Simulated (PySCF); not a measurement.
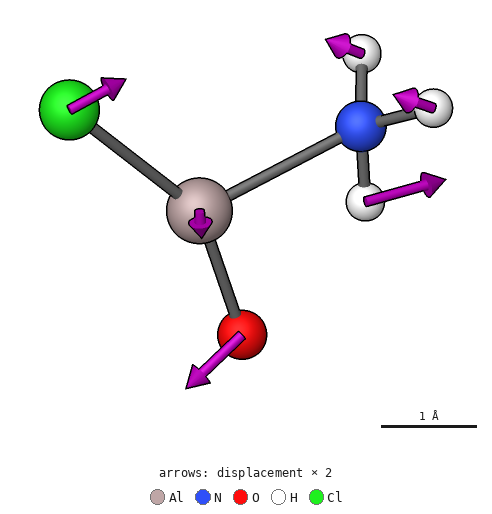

A relaxation of AlNH3OCl (started from a transition state, displaced along its imaginary mode). The starting structure is drawn; purple arrows show the displacements, 2 times their true length. The two geometries are superimposed by the best rigid fit.

Style: ball-and-stick. Shown at a tilt.

Theory: RKS PBE0-D4/def2-TZVP, density fitting (PySCF 2.14.0). 

What did the optimiser do to the structure, and how much energy did it gain?

After 17 geometry steps the energy has fallen by 20.2 kcal/mol. An H atom moves most after the best rigid fit: 0.48 Å. Largest moves by element: H 0.48 Å, O 0.42 Å, Cl 0.36 Å, Al 0.17 Å, N 0.03 Å. Among the contacts that change: H–N 0.880 → 1.019 Å, Al–Cl 2.088 → 2.103 Å, Al–N 1.996 → 2.009 Å, H–N 1.028 → 1.016 Å. Bond angles that change, for instance: Al–N–H 76.3° → 101.1°, N–Al–O 88.9° → 107.4°, N–Al–Cl 119.1° → 102.0°.
